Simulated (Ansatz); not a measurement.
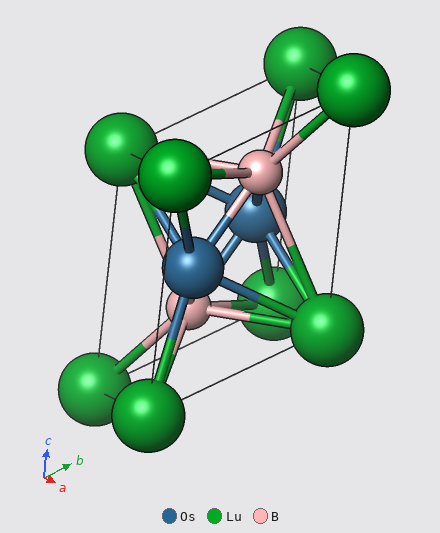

The crystal in a ball-and-stick representation, seen slightly off an axis. Atoms at the boundary of the simulation cell (the box) are drawn once for each face, edge or corner they touch.

```yaml
crystal:
  lattice:
    - [0.00000, 3.83430, 0.00000]
    - [3.83430, 0.00000, 0.00000]
    - [1.91715, 1.91715, -4.45509]
  atoms:
    - { symbol: Os, position: [0.75000, 0.25000, 0.50000] }
    - { symbol: Os, position: [0.25000, 0.75000, 0.50000] }
    - { symbol: Lu, position: [0.00000, 0.00000, 0.00000] }
    - { symbol: B, position: [0.37500, 0.37500, 0.25000] }
    - { symbol: B, position: [0.62500, 0.62500, 0.75000] }
```

The calculation used DFT, PAW plane waves, PBE in Ansatz 0.2.0, with a kinetic-energy cutoff of 420 eV, a 10×10×8 grid in reciprocal space, Fermi-Dirac smearing of 0.14 eV, no spin polarisation.

Question: What net charge does each kind of atom have (Bader)?

Answer: Lu +1.67 e; B -0.34 e; Os -0.50 e.

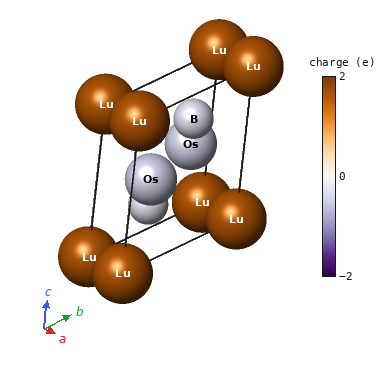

The atoms coloured by those charges.

Shown is a generated cell, made by putting these elements into a known structure type (the compound may or may not exist in this form), as it stood before any relaxation. It was the input of a calculation with Ansatz.
